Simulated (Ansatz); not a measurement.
| atom | x (Å) | y (Å) | z (Å) |
| --- | --- | --- | --- |
| W | 0.2174 | 0.2861 | -0.5015 |
| O | -0.5782 | -0.1898 | 2.5298 |
| H | -0.9220 | -0.5227 | 3.3797 |
| F | 2.0133 | 0.1256 | -1.0752 |
| F | 0.0721 | 1.9208 | -1.4026 |
| O | -1.4264 | 0.4218 | 0.3272 |
| H | -1.4239 | 0.2229 | 1.3327 |
| F | 0.4866 | -1.4143 | 0.2450 |
| F | -0.4397 | -0.5150 | -2.0562 |
| F | 0.9747 | 1.1843 | 0.9596 |
| H | 0.0869 | 0.5076 | 2.7586 |

Core potentials replace the inner electrons of W; not at a stationary point (largest force 1.5 eV/Å).

Computed with RKS PBE/def2-SVP (Ansatz).

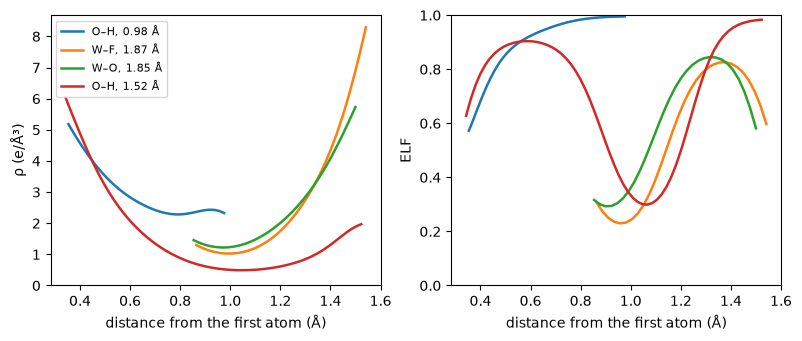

F5HOW···H2O. Electron density and ELF along straight lines between neighbouring atoms. The curves leave out the atomic cores.

What can be read from the curves?

O–H (0.98 Å): the density is about 3.6 e/Å³ at the midpoint; the ELF climbs to about 1 towards the hydrogen, as it does in any bond to H (a covalent bond by its length).
W–F (1.87 Å): ρ is about 1.1 e/Å³ halfway; the ELF peaks at about 0.85 in the valence shell of F, 0.5 Å from its nucleus, and drops to about 0.25 between the two atoms.
W–O (1.85 Å): ρ at the midpoint is about 1.3 e/Å³; the ELF peaks at about 0.85 in the valence shell of O, 0.5 Å from its nucleus, and drops to about 0.30 between the two atoms.
O2···H7 (1.52 Å): the density falls to about 0.49 e/Å³ on the way; the ELF dips to about 0.30 between them; a closed-shell contact with the geometry of a hydrogen bond.
